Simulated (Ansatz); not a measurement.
**One shape, several levels: HOCN (cyanic acid)**

We compute a comparison of 6 runs (HF/STO-3G, PBE0/STO-3G, UMP2/STO-3G, CCSD/STO-3G, CCSD(T)/STO-3G, UCCSD(T)/STO-3G) of HOCN (cyanic acid). 

The calculation is run with Ansatz 0.2.0.

71 further runs of the same task are left out: 2 that didn't finish, 69 set aside as unsound or not needed.

**1. The molecule**

The species is HOCN (4 atoms), meant as a singlet with charge 0. SMILES: `N#CO`. The O3–C2 distance was set to 3.225 Å, away from the relaxed value. At this shape a bond of the SMILES string is far longer than usual.

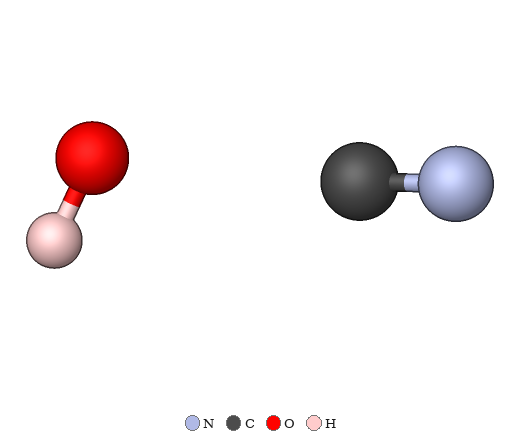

Viewed from a chosen angle; nitrogen light blue, carbon dark grey, oxygen red, hydrogen pink.

**2. A single-point energy at HF/STO-3G (run 1)**

Contents of in.yaml:

```yaml
crystal:
  periodic: [false, false, false]
  atoms:
    - {symbol: N, position_ang: [-2.828288, -0.652684, 2.024440]}
    - {symbol: C, position_ang: [-1.917168, -0.416854, 1.358880]}
    - {symbol: O, position_ang: [0.558270, 0.398850, -0.541130]}
    - {symbol: H, position_ang: [1.216640, -0.308160, -0.562170]}
basis:
  gaussian: {orbitals: STO-3G}
accuracy: high
hamiltonian: {xc: hf}
```

Command:

```sh
$ ansatz run in.yaml --threads 1 --pin off --max-ram 3480MiB --events-out events.jsonl --progress --plain --runs-dir runs
```

Output:

```text
Warning: RAYON_NUM_THREADS=1 ignored (pool sized by the plan → 1); use --threads N
Functional definition: HF
  name "HF"
  exchange = exact_x
  correlation = 0
246 factors; integrals over basis functions are off by at most 1.2e-8 eV
mean field evaluation 1: about -4478.5463 eV, gradient 3.6e1 eV
mean field evaluation 2: about -4478.5640 eV, gradient 3.6e1 eV
mean field evaluation 4: about -4478.1843 eV, gradient 3.6e1 eV
mean field evaluation 8: about -4483.6778 eV, gradient 2.2e1 eV
mean field evaluation 16: about -4492.8217 eV, gradient 2.8e-8 eV
mean field evaluation 32: about -4488.9830 eV, gradient 1.2e-1 eV
mean field evaluation 64: about -4491.8731 eV, gradient 2.0e-6 eV
mean field evaluation 96: about -4481.4622 eV, gradient 2.3e1 eV
mean field -4492.82166967 eV, -165.1081510164 hartree, gradient 9.8e-8 eV, S^2 0.000000; 3 other end points of the search recorded, 0 dependent functions left out
reference -4492.82166967 eV, -165.1081510164 hartree; 11, 11 occupied and 5, 5 virtual orbitals, 246 factors
Total energy: -4492.82166967 eV, -165.1081510164 hartree
```

Run time: 0.1 s. Hardware: 1 thread of Intel Xeon 6975P-C (Granite Rapids), shared host.

**3. A single-point energy at PBE0/STO-3G (run 2)**

Contents of input.yaml:

```yaml
crystal:
  periodic: [false, false, false]
  atoms:
    - {symbol: "N", position_ang: [-2.828288, -0.652684, 2.024440]}
    - {symbol: C, position_ang: [-1.917168, -0.416854, 1.358880]}
    - {symbol: O, position_ang: [0.558270, 0.398850, -0.541130]}
    - {symbol: H, position_ang: [1.216640, -0.308160, -0.562170]}
basis:
  gaussian:
    orbitals: STO-3G
accuracy: high
hamiltonian:
  xc: pbe0
```

Command:

```sh
$ ansatz run input.yaml --threads 1 --pin off --max-ram 3480MiB --events-out events.jsonl --progress --plain --runs-dir runs
```

Output:

```text
Warning: RAYON_NUM_THREADS=1 ignored (pool sized by the plan → 1); use --threads N
Functional definition: PBE0
  name "PBE0"
  parameter a = 0.25
  parameter kappa = 0.804
  parameter beta = 0.06672455060314922
  exchange = (1 - a)*pbe_x(kappa = kappa, mu = beta*pi^2/3) + a*exact_x
  correlation = pbe_c(beta = beta)
246 factors; integrals over basis functions are off by at most 1.2e-8 eV
mean field evaluation 1: about -4508.0121 eV, gradient 2.6e1 eV
mean field evaluation 2: about -4475.1156 eV, gradient 9.4e1 eV
mean field evaluation 4: about -4506.2305 eV, gradient 2.4e1 eV
mean field evaluation 8: about -4514.5995 eV, gradient 2.2e-1 eV
mean field evaluation 16: about -4513.4949 eV, gradient 1.4e1 eV
mean field -4514.59971444 eV, -165.9084794002 hartree, gradient 6.9e-9 eV, S^2 0.000000; 2 other end points of the search recorded, 0 dependent functions left out
reference -4514.59971559 eV, -165.9084794424 hartree; 11, 11 occupied and 5, 5 virtual orbitals, 246 factors
Total energy: -4514.59971559 eV, -165.9084794424 hartree
```

Wall time 0.44 s (1 thread of Intel Xeon 6975P-C (Granite Rapids), shared host).

**4. The energy at UMP2/STO-3G (run 3)**

Contents of run.yaml:

```yaml
crystal:
  periodic: [false, false, false]
  atoms:
    - {symbol: N, position_ang: [-2.828288, -0.652684, 2.024440]}
    - {symbol: C, position_ang: [-1.917168, -0.416854, 1.358880]}
    - {symbol: O, position_ang: [0.558270, 0.398850, -0.541130]}
    - {symbol: H, position_ang: [1.216640, -0.308160, -0.562170]}
basis:
  gaussian:
    orbitals: STO-3G
magnetization:
  spin_polarized: true
accuracy: high
correlation:
  method: mp2
  frozen_orbitals: {C: 1, H: 0, "N": 1, O: 1}
```

Command:

```sh
$ ansatz run run.yaml --threads 1 --pin off --max-ram 3480MiB --events-out events.jsonl --progress --plain --runs-dir runs
```

Output:

```text
Warning: RAYON_NUM_THREADS=1 ignored (pool sized by the plan → 1); use --threads N
[... 4 set-up lines as earlier in the session ...]
246 factors; integrals over basis functions are off by at most 1.2e-8 eV
mean field evaluation 1: about -4478.5463 eV, gradient 2.5e1 eV
mean field evaluation 2: about -4478.5640 eV, gradient 2.5e1 eV
mean field evaluation 4: about -4478.1843 eV, gradient 2.6e1 eV
mean field evaluation 8: about -4483.6778 eV, gradient 1.6e1 eV
mean field evaluation 16: about -4498.6742 eV, gradient 9.4e0 eV
mean field evaluation 32: about -4500.2414 eV, gradient 1.2e-4 eV
mean field evaluation 64: about -4500.2414 eV, gradient 2.5e-2 eV
mean field evaluation 96: about -4498.9393 eV, gradient 6.8e0 eV
mean field evaluation 128: about -4500.2403 eV, gradient 1.1e-2 eV
mean field evaluation 160: about -4498.7498 eV, gradient 1.9e0 eV
mean field evaluation 192: about -4498.3494 eV, gradient 1.0e-1 eV
mean field -4500.24140816 eV, -165.3808213765 hartree, gradient 7.9e-9 eV, S^2 1.438529; 11 other end points of the search recorded, 0 dependent functions left out
3 core orbitals not correlated: weight in the atoms' cores, before any rotation towards them, 1.000 or more for the frozen orbitals, at most 0.000 for the correlated occupied ones
reference -4500.24140816 eV, -165.3808213765 hartree; 8, 8 occupied and 5, 5 virtual orbitals, 246 factors
second order -3.05900737 eV of doubles, -0.00000000 eV of singles
Total energy: -4503.30041553 eV, -165.4932378240 hartree
```

It took 0.3 s on 1 thread of Intel Xeon 6975P-C (Granite Rapids), shared host.

Runs 4 to 5 aren't shown in full; the table further down has their settings and results.

**5. The energy at UCCSD(T)/STO-3G (run 6)**

Contents of run.yaml:

```yaml
crystal:
  periodic: [false, false, false]
  atoms:
    - symbol: N
      position_ang: [-2.828288, -0.652684, 2.024440]
    - symbol: C
      position_ang: [-1.917168, -0.416854, 1.358880]
    - symbol: O
      position_ang: [0.558270, 0.398850, -0.541130]
    - symbol: H
      position_ang: [1.216640, -0.308160, -0.562170]
basis:
  gaussian: {orbitals: STO-3G}
magnetization: {spin_polarized: true}
correlation: {method: ccsd_t, frozen_orbitals: {C: 1, H: 0, "N": 1, O: 1}}
accuracy: high
scf: {omitted_lower_state_checks: [cluster_reference, increment]}
```

Command:

```sh
$ ansatz run run.yaml --threads 1 --pin off --max-ram 3480MiB --events-out events.jsonl --progress --plain --runs-dir runs
```

Output:

```text
Warning: RAYON_NUM_THREADS=1 ignored (pool sized by the plan → 1); use --threads N
[... 4 set-up lines as earlier in the session ...]
these checks for a lower state are left out or cut short: cluster_reference, increment
246 factors; integrals over basis functions are off by at most 1.2e-8 eV
mean field evaluation 1: about -4478.5463 eV, gradient 2.5e1 eV
mean field evaluation 2: about -4478.5640 eV, gradient 2.5e1 eV
mean field evaluation 4: about -4478.1843 eV, gradient 2.6e1 eV
mean field evaluation 8: about -4483.6778 eV, gradient 1.6e1 eV
mean field evaluation 16: about -4498.6742 eV, gradient 9.4e0 eV
mean field evaluation 32: about -4500.2414 eV, gradient 1.2e-4 eV
mean field evaluation 64: about -4500.2414 eV, gradient 2.5e-2 eV
mean field evaluation 96: about -4498.9393 eV, gradient 6.8e0 eV
mean field evaluation 128: about -4500.2403 eV, gradient 1.1e-2 eV
mean field evaluation 160: about -4498.7498 eV, gradient 1.9e0 eV
mean field evaluation 192: about -4498.3494 eV, gradient 1.0e-1 eV
mean field -4500.24140816 eV, -165.3808213765 hartree, gradient 7.9e-9 eV, S^2 1.438529; 11 other end points of the search recorded, 0 dependent functions left out
3 core orbitals not correlated: weight in the atoms' cores, before any rotation towards them, 1.000 or more for the frozen orbitals, at most 0.000 for the correlated occupied ones
reference -4500.24140816 eV, -165.3808213765 hartree; 8, 8 occupied and 5, 5 virtual orbitals, 246 factors
second order -3.05900737 eV of doubles, -0.00000000 eV of singles
cycle   1  -3.42194674 eV  change   -3.6e-1 eV  update   1.1e-1
cycle   2  -4.11673645 eV  change   -6.9e-1 eV  update   7.2e-2
cycle   3  -4.49633832 eV  change   -3.8e-1 eV  update   4.4e-2
cycle   4  -4.56321081 eV  change   -6.7e-2 eV  update   2.3e-2
cycle   5  -4.59165421 eV  change   -2.8e-2 eV  update   1.0e-2
cycle   6  -4.61901421 eV  change   -2.7e-2 eV  update   6.6e-3
cycle   7  -4.62071882 eV  change   -1.7e-3 eV  update   2.1e-3
cycle   8  -4.62601249 eV  change   -5.3e-3 eV  update   1.1e-3
cycle   9  -4.62490316 eV  change    1.1e-3 eV  update   6.1e-4
cycle  10  -4.62371696 eV  change    1.2e-3 eV  update   2.8e-4
cycle  11  -4.62355203 eV  change    1.6e-4 eV  update   9.8e-5
cycle  12  -4.62347599 eV  change    7.6e-5 eV  update   4.6e-5
cycle  13  -4.62346183 eV  change    1.4e-5 eV  update   2.0e-5
cycle  14  -4.62346910 eV  change   -7.3e-6 eV  update   1.4e-5
cycle  15  -4.62348546 eV  change   -1.6e-5 eV  update   1.2e-5
cycle  16  -4.62351073 eV  change   -2.5e-5 eV  update   1.1e-5
cycle  17  -4.62351954 eV  change   -8.8e-6 eV  update   8.8e-6
cycle  18  -4.62351446 eV  change    5.1e-6 eV  update   7.0e-6
cycle  19  -4.62350484 eV  change    9.6e-6 eV  update   4.6e-6
cycle  20  -4.62350217 eV  change    2.7e-6 eV  update   1.5e-6
cycle  21  -4.62349950 eV  change    2.7e-6 eV  update   8.4e-7
cycle  22  -4.62349769 eV  change    1.8e-6 eV  update   4.8e-7
cycle  23  -4.62349697 eV  change    7.3e-7 eV  update   3.2e-7
cycle  24  -4.62349659 eV  change    3.8e-7 eV  update   2.4e-7
cycle  25  -4.62349649 eV  change    9.8e-8 eV  update   1.4e-7
cycle  26  -4.62349665 eV  change   -1.6e-7 eV  update   9.9e-8
cycle  27  -4.62349675 eV  change   -1.0e-7 eV  update   6.5e-8
cycle  28  -4.62349684 eV  change   -8.7e-8 eV  update   3.8e-8
cycle  29  -4.62349658 eV  change    2.6e-7 eV  update   1.8e-7
cycle  30  -4.62349643 eV  change    1.5e-7 eV  update   6.4e-8
cycle  31  -4.62349636 eV  change    7.6e-8 eV  update   4.1e-8
cycle  32  -4.62349636 eV  change   3.6e-10 eV  update   2.0e-8
cycle  33  -4.62349636 eV  change   -2.6e-9 eV  update   1.1e-8
cycle  34  -4.62349637 eV  change   -7.9e-9 eV  update   6.4e-9
cycle  35  -4.62349638 eV  change   -1.0e-8 eV  update   4.3e-9
cycle  36  -4.62349638 eV  change   -4.3e-9 eV  update   2.8e-9
cycle  37  -4.62349639 eV  change   -4.0e-9 eV  update   2.1e-9
cycle  38  -4.62349638 eV  change   4.0e-10 eV  update   1.7e-9
cycle  39  -4.62349638 eV  change    2.1e-9 eV  update   1.2e-9
cycle  40  -4.62349638 eV  change    1.3e-9 eV  update  8.5e-10
perturbative correction -0.02119162 eV, -0.0007787776 hartree
Total energy: -4504.88609616 eV, -165.5515105123 hartree
Checks for a lower state left out: cluster_reference, increment
```

Run time: 0.44 s. Hardware: 1 thread of Intel Xeon 6975P-C (Granite Rapids), shared host.

**6. The series**

```
run            level  frozen core orbitals  energy (Eh)  wall time
  1        HF/STO-3G                     –  -165.108151      0.1 s
  2      PBE0/STO-3G                     –  -165.908479     0.44 s
  3      UMP2/STO-3G                     3  -165.493238      0.3 s
  4      CCSD/STO-3G                     3  -165.530257      0.2 s
  5   CCSD(T)/STO-3G                     3  -165.591271     0.24 s
  6  UCCSD(T)/STO-3G                     3  -165.551511     0.44 s
```

**7. What came out**

| quantity | value |
| --- | --- |
| run 6: total energy | -165.55151 Eh |
| run 6: correlation energy (3 core orbitals frozen) | -170.7 mEh |
| run 6: (T) correction | -0.78 mEh |
| run 6: ⟨S²⟩ of the reference determinant | 1.439 |
| run 6: T1 diagnostic | 0.070 |

**Reading.** Below the HF energy at the same shape and in the same basis (STO-3G): UMP2 -385.1 mEh; CCSD -422.1 mEh; CCSD(T) -483.1 mEh; UCCSD(T) -443.4 mEh. Some of these start from another determinant than that one, so these aren't their correlation energies. In runs 4, 5 the T1 diagnostic is large, so a single reference may not serve. In runs 4, 5 the log says that unrestricted orbitals would lower the reference, so the values rest on an unstable closed-shell determinant (other closed-shell runs at this shape may share the fault). In runs 1, 2, 3, 4, 5, 6 the basis is minimal, so the values are rough. In runs 1, 2, 4, 5 a closed-shell determinant meets a far-stretched bond, which it describes badly. Spin contamination of the reference: run 3 ⟨S²⟩ = 1.44, run 6 ⟨S²⟩ = 1.44. Where it is this large, the reference is a mixture of spin states, and values that rest on it are in doubt. All runs together took 1.7 s, the longest 0.44 s.
